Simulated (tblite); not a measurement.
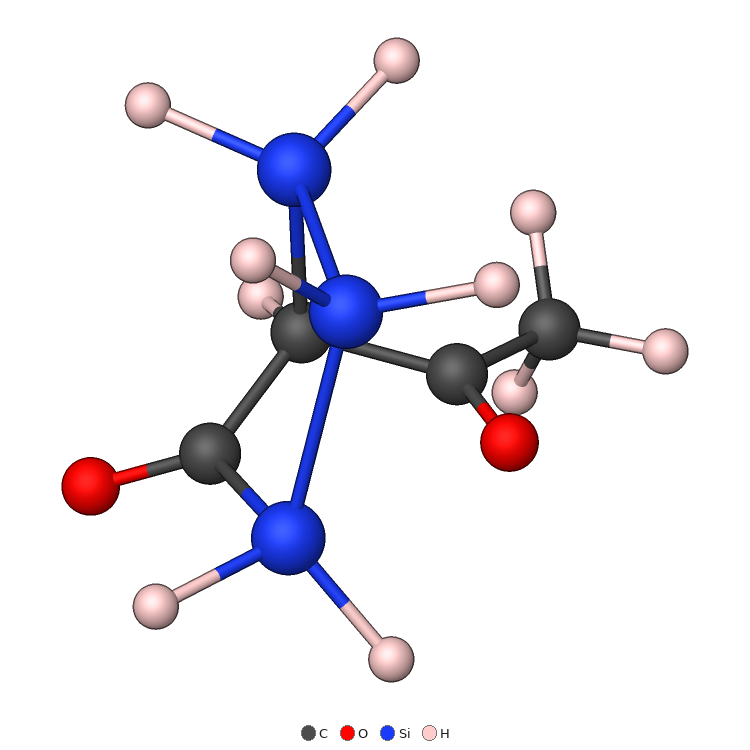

Source: calculation with tblite.

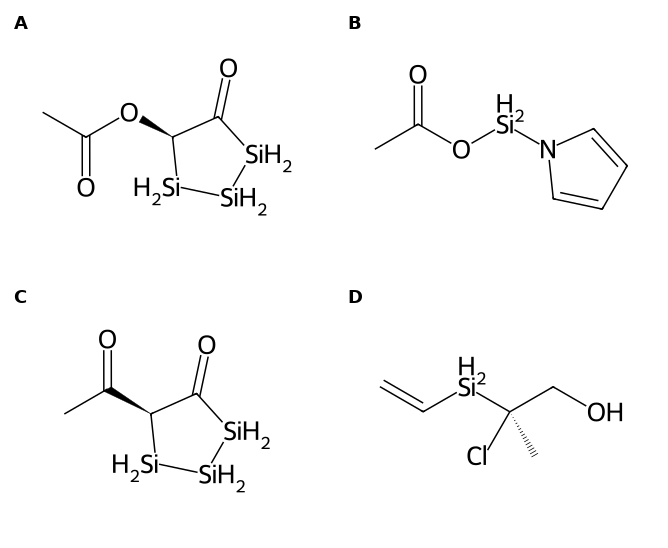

**The first picture shows one of the molecules drawn in the second. Which?**

C, `CC(=O)[C@@H]1[SiH2][SiH2][SiH2]C1=O`.
